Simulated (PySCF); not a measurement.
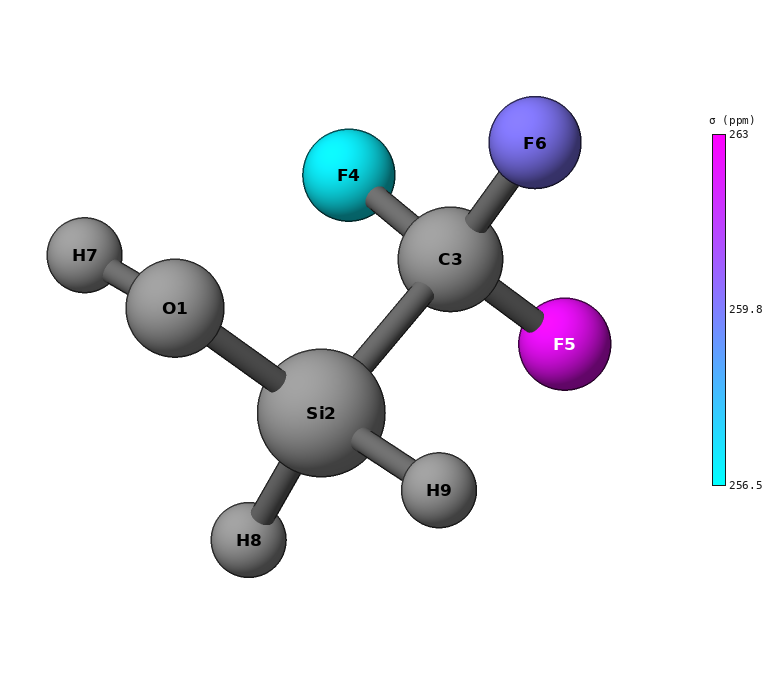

Atoms are coloured by their isotropic NMR shieldings (F only, the others grey). The geometry was computed by an optimisation with PBE0-D3(BJ)/def2-SVP. No frequency run is at hand to confirm it as a minimum. Properties computed with GIAO PBE0/pcSseg-1 NMR shielding, non-relativistic, IEF-PCM dimethylsulfoxide (PySCF 2.14.0).

Give the isotropic NMR shieldings of the F atoms atom by atom.

```
atom  σ (ppm)
  F4    256.8
  F5    262.6
  F6    259.9
```
